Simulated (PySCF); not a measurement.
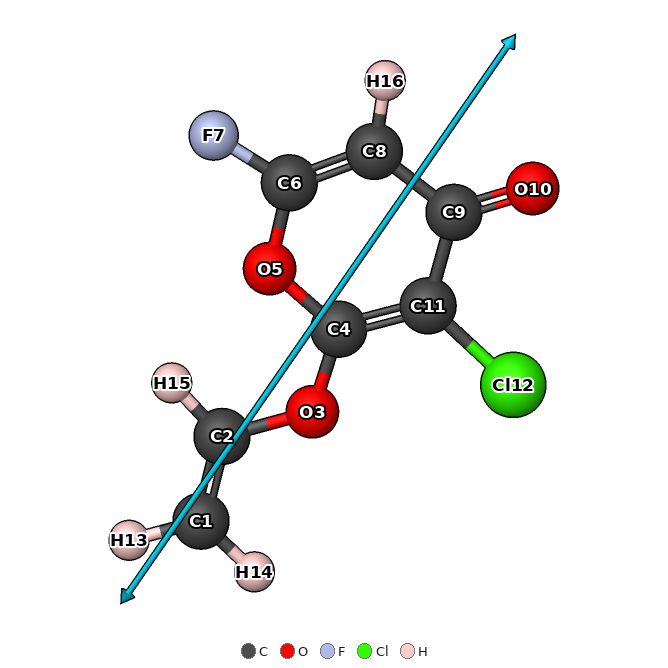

The double arrow shows the direction of the transition dipole to excited singlet state 2 (its length means nothing). The computed structure is the end point of a PBE0-D3(BJ)/def2-SVP optimisation. No frequency run is at hand to confirm it as a minimum. Level of theory: TDDFT PBE0/def2-SVPD, vertical, gas phase, core orbitals frozen in the response (PySCF 2.14.0).

Question: How is the transition polarised?

Answer: In the molecular plane, close to the long direction C1···O10.

Question: Give its energy, strength and character.

Answer: 4.88 eV (254 nm), oscillator strength 0.31, mainly HOMO → LUMO (weight 0.93); transition dipole 4.10 D.
